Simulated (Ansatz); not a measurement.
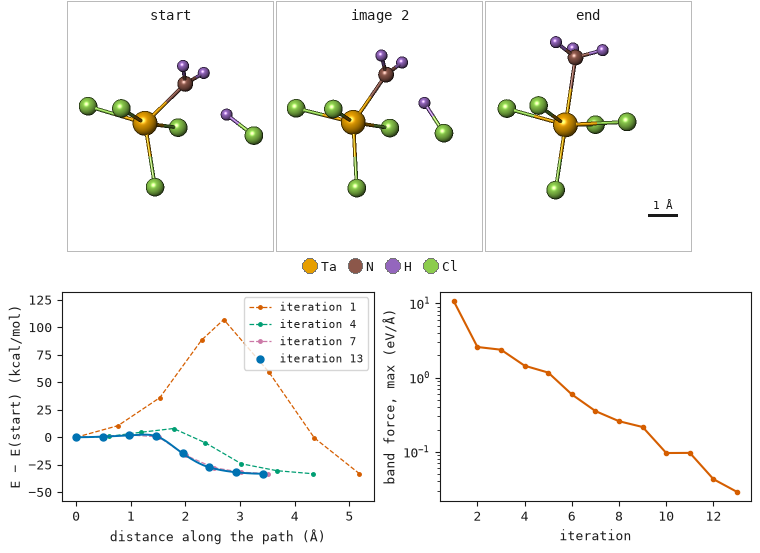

NEB run on TaNH$_{3}$Cl$_{5}$. Images are numbered from 0 (start) to 7 (end). The plot follows the band through its iterations. Style: ball-and-stick. Shown at a tilt.

All numbers below come from RKS PBE/def2-SVP (Ansatz). Run with 6 movable images; no climbing image; force threshold 0.03 eV/Å; iteration limit 60; starting path through a guess of the saddle point.

Judge this run.

Answer. The run is converged, with reservations. The band converged in 13 iterations. The largest component of the band force went from 11 to 0.029 eV/Å. No image climbed, so the highest image needn't lie on the saddle point, and the true maximum along this path can be higher. The first iteration put the highest image at 107.1 kcal/mol. Forward barrier 1.6 kcal/mol, backward barrier 34.8 kcal/mol, with image 2 at the top; the reaction energy is −33.2 kcal/mol.

Cost: 3.2 min on 4 threads of Arm Neoverse V2, with other jobs on the host, peak memory 0.26 GiB.
